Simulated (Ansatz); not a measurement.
Consider RbVF3 (Pm-3m).

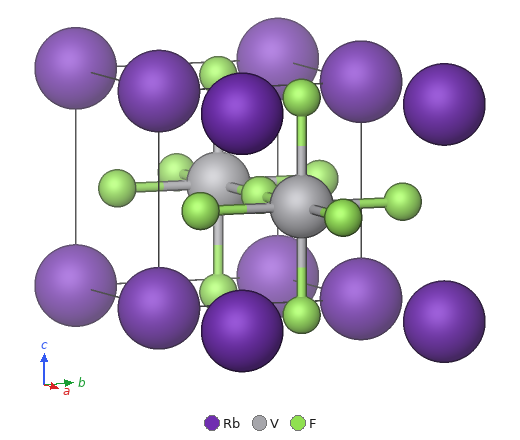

The structure (rubidium purple, vanadium grey, fluorine green). 2×1×1 cells are drawn. Some periodic images of atoms are drawn too.

```yaml
crystal:
  lattice:
    - [0.00000, 0.00000, -4.18200]
    - [0.00000, -4.18200, 0.00000]
    - [-4.18200, 0.00000, 0.00000]
  atoms:
    - { symbol: Rb, position: [0.00000, 0.00000, 0.00000] }
    - { symbol: V, position: [0.50000, 0.50000, 0.50000] }
    - { symbol: F, position: [0.50000, 0.50000, 0.00000] }
    - { symbol: F, position: [0.00000, 0.50000, 0.50000] }
    - { symbol: F, position: [0.50000, 0.00000, 0.50000] }
```

The cell and positions come from the Crystallography Open Database and are kept as given unless a step says otherwise. PAW set soft_2, made with PBE.

A constrained-RPA run (Ansatz 0.2.0; non-magnetic LDA; V d, bands v2 to c3, 4×4×4 mesh, medium accuracy) builds 5 functions on bands 3.0 eV wide, with 3.0 electrons in the window. The bare on-site interaction is 17.8 eV and the bare J 0.60 eV.

What U and J survive the screening?

On the V d shell, U = 6.73 eV (38 % of the bare value), U′ = 5.75 eV, J = 0.49 eV.

The parent state is non-magnetic and the interaction static (zero frequency); U depends on the window and the orbitals, so it belongs to this model alone.

[Paths, hosts, dates, memory and timing lines, banners, echoed tables and standing remarks are left out of the program output.]

[Logs are printed without paths, hosts, clocks, repeated set-up lines and the standing remarks that a program may print on its own settings, such as how far it seeks lower states.]

[Runs of the session that timed out or met a known fault of the program may be left out.]

[Hosts, paths, dates, database ids (printed as entryN), source tags and the programs' standing remarks are cut or masked in the printed files.]
